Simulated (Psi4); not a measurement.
Interaction calculation, with input and output: CH₇AlNO (charge +1) (part 2 of 2)

Continued. System: CH₇AlNO, charge +1. Method: SAPT2/6-31+G*, RHF (Psi4 1.11). 

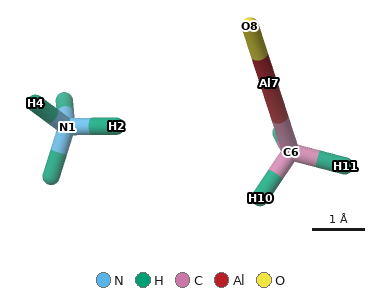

Figure 1. The structure (stick view, seen at a tilt; atoms are numbered from 1 in the order of the input). Sticks mark near contacts.

What the program printed, continued
```
 L = 1.  Multiply by 2.5417464519 to convert [e a0] to [Debye]
 Dipole X            :         -0.0007590            0.0009260            0.0001670
 Dipole Y            :          0.0006907            0.0005669            0.0012576
 Dipole Z            :         -0.0019657           -0.0001134           -0.0020791
 Magnitude           :                                                    0.0024356

 ------------------------------------------------------------------------------------

	total time  =          0 seconds =       0.00 minutes

  //>>>>>>>>>>>>>>>>>>>>>>>>>>>>>>>>>>>//
  //            Monomer B HF           //
  //<<<<<<<<<<<<<<<<<<<<<<<<<<<<<<<<<<<//

  ==> Geometry <==

    Molecular point group: c1
    Full point group: C1

    Geometry (in Angstrom), charge = 0, multiplicity = 1:

       Center              X                  Y                   Z               Mass
    ------------   -----------------  -----------------  -----------------  -----------------
      Gh(N)           0.000080000000     0.000050000000    -0.000010000000    14.003074004430
      Gh(H)           0.455870000000    -0.450720000000     0.805650000000     1.007825032230
      Gh(H)          -0.977900000000     0.217540000000     0.236550000000     1.007825032230
      Gh(H)           0.024080000000    -0.637350000000    -0.808220000000     1.007825032230
      Gh(H)           0.497880000000     0.870480000000    -0.233970000000     1.007825032230
         C            1.220340000000    -0.526130000000     4.216210000000    12.000000000000
         AL           1.111010000000    -2.261430000000     3.367350000000    26.981538530000
         O            1.020690000000    -3.692790000000     2.666970000000    15.994914619570
         H            0.222570000000    -0.103130000000     4.352310000000     1.007825032230
         H            1.806690000000     0.162970000000     3.604230000000     1.007825032230
         H            1.696780000000    -0.608530000000     5.195640000000     1.007825032230

  Running in c1 symmetry.

  Rotational constants: A =      0.16067  B =      0.01639  C =      0.01495 [cm^-1]
  Rotational constants: A =   4816.70862  B =    491.28357  C =    448.18943 [MHz]
  Nuclear repulsion =   83.909497396163289

  Charge       = 0
  Multiplicity = 1
  Electrons    = 30
  Nalpha       = 15
  Nbeta        = 15

  ==> Iterations <==

                           Total Energy        Delta E     RMS |[F,P]|

   @DF-RHF iter SAD:  -355.09835432493412   -3.55098e+02   0.00000e+00
   @DF-RHF iter   1:  -356.07061319342347   -9.72259e-01   8.33540e-03 ADIIS/DIIS
   @DF-RHF iter   2:  -356.01400008149551    5.66131e-02   9.53902e-03 ADIIS/DIIS
   @DF-RHF iter   3:  -356.35670039909405   -3.42700e-01   9.73998e-04 ADIIS/DIIS
   @DF-RHF iter   4:  -356.36105528235015   -4.35488e-03   2.39514e-04 ADIIS/DIIS
   @DF-RHF iter   5:  -356.36143872169356   -3.83439e-04   4.93645e-05 DIIS
   @DF-RHF iter   6:  -356.36146477785792   -2.60562e-05   8.59806e-06 DIIS
   @DF-RHF iter   7:  -356.36146575099212   -9.73134e-07   1.79638e-06 DIIS
   @DF-RHF iter   8:  -356.36146579521466   -4.42225e-08   5.70360e-07 DIIS
   @DF-RHF iter   9:  -356.36146580225778   -7.04313e-09   2.19017e-07 DIIS
   @DF-RHF iter  10:  -356.36146580350487   -1.24709e-09   5.66533e-08 DIIS
   @DF-RHF iter  11:  -356.36146580358428   -7.94103e-11   1.09968e-08 DIIS
   @DF-RHF iter  12:  -356.36146580358604   -1.76215e-12   2.33128e-09 DIIS
  Energy and wave function converged.

  ==> Post-Iterations <==

    Orbital Energies [Eh]
    ---------------------

    Doubly Occupied:

       1A    -58.473070     2A    -20.474857     3A    -11.257725
       4A     -4.901997     5A     -3.216018     6A     -3.215987
       7A     -3.212638     8A     -1.152527     9A     -0.976744
      10A     -0.598936    11A     -0.598907    12A     -0.522573
      13A     -0.433432    14A     -0.390955    15A     -0.390949

    Virtual:

      16A      0.015548    17A      0.048119    18A      0.052104
      19A      0.077385    20A      0.096221    21A      0.111872
      22A      0.115329    23A      0.115646    24A      0.119480
      25A      0.126642    26A      0.134060    27A      0.143234
      28A      0.174041    29A      0.180709    30A      0.201577
      31A      0.294742    32A      0.297531    33A      0.301806
      34A      0.362338    35A      0.381097    36A      0.387958
      37A      0.396238    38A      0.406179    39A      0.433869
      40A      0.439559    41A      0.447047    42A      0.463392
      43A      0.486855    44A      0.521887    45A      0.597423
      46A      0.642935    47A      0.650884    48A      0.726342
      49A      0.731232    50A      0.735975    51A      0.741133
      52A      0.755071    53A      0.777009    54A      0.831514
      55A      0.887085    56A      0.937670    57A      0.944482
      58A      1.189721    59A      1.216648    60A      1.285593
      61A      1.424585    62A      1.477538    63A      1.601097
      64A      1.607629    65A      1.683644    66A      1.981766
      67A      1.982203    68A      2.058328    69A      2.199063
      70A      2.204429    71A      2.209937    72A      2.217344
      73A      2.234683    74A      2.242125    75A      2.307379
      76A      2.442700    77A      2.443968    78A      2.579330
      79A      2.582732    80A      2.623113    81A      2.740301
      82A      2.787988    83A      2.790867    84A      3.037755
      85A      3.672934    86A      3.679323    87A      3.703513
      88A      4.315597    89A      4.322320    90A      4.336535
      91A      4.379644    92A      4.657719    93A      4.799356
      94A     30.198579

    Final Occupation by Irrep:
              A
    DOCC [    15 ]
    NA   [    15 ]
    NB   [    15 ]

  @DF-RHF Final Energy:  -356.36146580358604

   => Energetics <=

    Nuclear Repulsion Energy =             83.9094973961632888
    One-Electron Energy =                -660.9072975801309440
    Two-Electron Energy =                 220.6363343803816406
    Total Energy =                       -356.3614658035860430

Computation Completed

Properties will be evaluated at   0.000000,   0.000000,   0.000000 [a0]

Properties computed using the SCF density matrix

 Multipole Moments:

 ------------------------------------------------------------------------------------
     Multipole            Electronic (a.u.)      Nuclear  (a.u.)        Total (a.u.)
 ------------------------------------------------------------------------------------

 L = 1.  Multiply by 2.5417464519 to convert [e a0] to [Debye]
 Dipole X            :        -63.4519407           63.6020020            0.1500613
 Dipole Y            :        120.7535462         -118.3845010            2.3690452
 Dipole Z            :       -194.5421525          195.7014548            1.1593023
 Magnitude           :                                                    2.6417561

 ------------------------------------------------------------------------------------

	total time  =          1 seconds =       0.02 minutes
  Constructing Basis Sets for SAPT...

   => Loading Basis Set <=

    Name: (6-31+G* AUX)
    Role: RIFIT
    Keyword: DF_BASIS_SAPT

   => Loading Basis Set <=

    Name: (6-31+G* AUX)
    Role: JKFIT
    Keyword: DF_BASIS_ELST

  //>>>>>>>>>>>>>>>>>>>>>>>>>>>>>>>>>>>//
  //               SAPT2               //
  //<<<<<<<<<<<<<<<<<<<<<<<<<<<<<<<<<<<//

        SAPT2
     6 June 2009

      Orbital Information
  --------------------------
    NSO        =        94
    NMO        =        94
    NRI        =       406
    NOCC A     =         5
    NOCC B     =        15
    FOCC A     =         1
    FOCC B     =         7
    NVIR A     =        89
    NVIR B     =        79

    Estimated memory usage: 68.5 MB

    Natural Orbital Cutoff:   1.000E-06
    Disp(T3) Truncation:            Yes
    CCD (vv|vv) Truncation:         Yes
    MBPT T2 Truncation:             Yes

    Monomer A: 65 virtual orbitals dropped
    Monomer B: 25 virtual orbitals dropped

    Elst10,r            =     0.014201108903 [Eh]
    Exch10 (S^2)        =     0.000422490120 [Eh]
    Exch10              =     0.000422638345 [Eh]
    Ind20,r (A<-B)      =    -0.000192036343 [Eh]
    Ind20,r (B<-A)      =    -0.003787098111 [Eh]
    Ind20,r             =    -0.003979134455 [Eh]
    Exch-Ind20,r (A<-B) =     0.000008999540 [Eh]
    Exch-Ind20,r (B<-A) =     0.000259694672 [Eh]
    Exch-Ind20,r        =     0.000268694213 [Eh]
    Disp20              =    -0.000519959009 [Eh]
    Disp20 (NO)         =    -0.000499043480 [Eh]
    Exch-Disp20         =     0.000012115259 [Eh]
    Elst12,r            =    -0.002990322733 [Eh]
    Exch11              =    -0.000001802010 [Eh]
    Exch12              =     0.000228855092 [Eh]
    Ind22               =    -0.000830743940 [Eh]

    SAPT Results
  --------------------------------------------------------------------------------------------------------
    Electrostatics                 11.21078617 [mEh]       7.03487453 [kcal/mol]      29.43391503 [kJ/mol]
      Elst10,r                     14.20110890 [mEh]       8.91133037 [kcal/mol]      37.28500629 [kJ/mol]
      Elst12,r                     -2.99032273 [mEh]      -1.87645584 [kcal/mol]      -7.85109125 [kJ/mol]

    Exchange                        0.64969143 [mEh]       0.40768753 [kcal/mol]       1.70576461 [kJ/mol]
      Exch10                        0.42263835 [mEh]       0.26520957 [kcal/mol]       1.10963682 [kJ/mol]
      Exch10(S^2)                   0.42249012 [mEh]       0.26511655 [kcal/mol]       1.10924766 [kJ/mol]
      Exch11(S^2)                  -0.00180201 [mEh]      -0.00113078 [kcal/mol]      -0.00473118 [kJ/mol]
      Exch12(S^2)                   0.22885509 [mEh]       0.14360874 [kcal/mol]       0.60085896 [kJ/mol]

    Induction                      -4.73976276 [mEh]      -2.97424604 [kcal/mol]     -12.44424541 [kJ/mol]
      Ind20,r                      -3.97913445 [mEh]      -2.49694457 [kcal/mol]     -10.44721607 [kJ/mol]
      Ind22                        -0.83074394 [mEh]      -0.52129969 [kcal/mol]      -2.18111791 [kJ/mol]
      Exch-Ind20,r                  0.26869421 [mEh]       0.16860816 [kcal/mol]       0.70545656 [kJ/mol]
      Exch-Ind22                    0.05609664 [mEh]       0.03520118 [kcal/mol]       0.14728172 [kJ/mol]
      delta HF,r (2)               -0.25467522 [mEh]      -0.15981111 [kcal/mol]      -0.66864970 [kJ/mol]

    Dispersion                     -0.50784375 [mEh]      -0.31867676 [kcal/mol]      -1.33334358 [kJ/mol]
      Disp20                       -0.51995901 [mEh]      -0.32627920 [kcal/mol]      -1.36515219 [kJ/mol]
      Exch-Disp20                   0.01211526 [mEh]       0.00760244 [kcal/mol]       0.03180861 [kJ/mol]

  Total HF                         10.65863178 [mEh]       6.68839242 [kcal/mol]      27.98423389 [kJ/mol]
  Total SAPT0                      10.15078803 [mEh]       6.36971566 [kcal/mol]      26.65089031 [kJ/mol]
  Total SAPT2                       6.61287109 [mEh]       4.14963926 [kcal/mol]      17.36209065 [kJ/mol]

  Special recipe for scaled SAPT0 (see Manual):
    Electrostatics sSAPT0          14.20110890 [mEh]       8.91133037 [kcal/mol]      37.28500629 [kJ/mol]
    Exchange sSAPT0                 0.42263835 [mEh]       0.26520957 [kcal/mol]       1.10963682 [kJ/mol]
    Induction sSAPT0               -3.96483256 [mEh]      -2.48796999 [kcal/mol]     -10.40966645 [kJ/mol]
    Dispersion sSAPT0              -0.50783099 [mEh]      -0.31866876 [kcal/mol]      -1.33331009 [kJ/mol]
  Total sSAPT0                     10.15108369 [mEh]       6.36990119 [kcal/mol]      26.65166656 [kJ/mol]
  --------------------------------------------------------------------------------------------------------

	total time  =          2 seconds =       0.03 minutes

Warning! sapt2 does not have an associated derived wavefunction. The returned wavefunction is the dimer SCF wavefunction.

    Psi4 run time: 0:00:04.93

[set-up sections that repeat, and orbital energies of the middle runs, are left out above]
```

This output came from the following input.

Input (job.inp)
```
memory 1.6 GB

molecule dimer {
  1 1
  N      0.000080     0.000050    -0.000010
  H      0.455870    -0.450720     0.805650
  H     -0.977900     0.217540     0.236550
  H      0.024080    -0.637350    -0.808220
  H      0.497880     0.870480    -0.233970
  --
  0 1
  C      1.220340    -0.526130     4.216210
  Al     1.111010    -2.261430     3.367350
  O      1.020690    -3.692790     2.666970
  H      0.222570    -0.103130     4.352310
  H      1.806690     0.162970     3.604230
  H      1.696780    -0.608530     5.195640
  symmetry c1
  no_reorient
  no_com
}

set basis 6-31+G*
set scf_type df
set freeze_core true

energy("sapt2")
```

Command:
```bash
psi4 -i job.inp -o job.out -n 1
```

Summary

| quantity | value |
| --- | --- |
| outcome | converged |
| SCF energy | −412.881424 hartree |
| basis functions | 94 |
| hardware | 1 thread of Intel Xeon @ 2.90GHz (Ice Lake), 64 GiB of memory available, shared host |
| wall time | 6 s |
| peak memory | 0.28 GiB |
